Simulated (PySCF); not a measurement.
```xyz
2

Sn    0.0000    0.0000   -1.3835
Sn    0.0000    0.0000    1.3835
```

Core potentials replace the inner electrons of Sn.

The calculation used PBE0/def2-SVP, non-relativistic Hamiltonian with scalar-relativistic core potentials where named, at a bond length of 2.767 Å (PySCF 2.14.0).

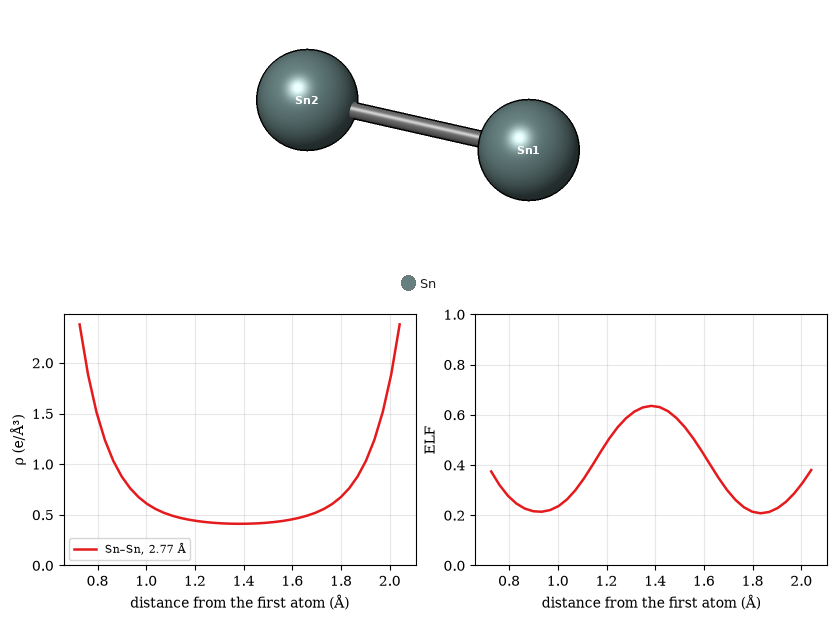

Sn₂ (triplet). Electron density and ELF along straight lines between neighbouring atoms. The curves leave out the atomic cores. The structure is drawn too.

> What can be read from the curves?

Sn–Sn (2.77 Å): ρ at the midpoint is about 0.41 e/Å³; the ELF peaks at about 0.65 between the atoms.
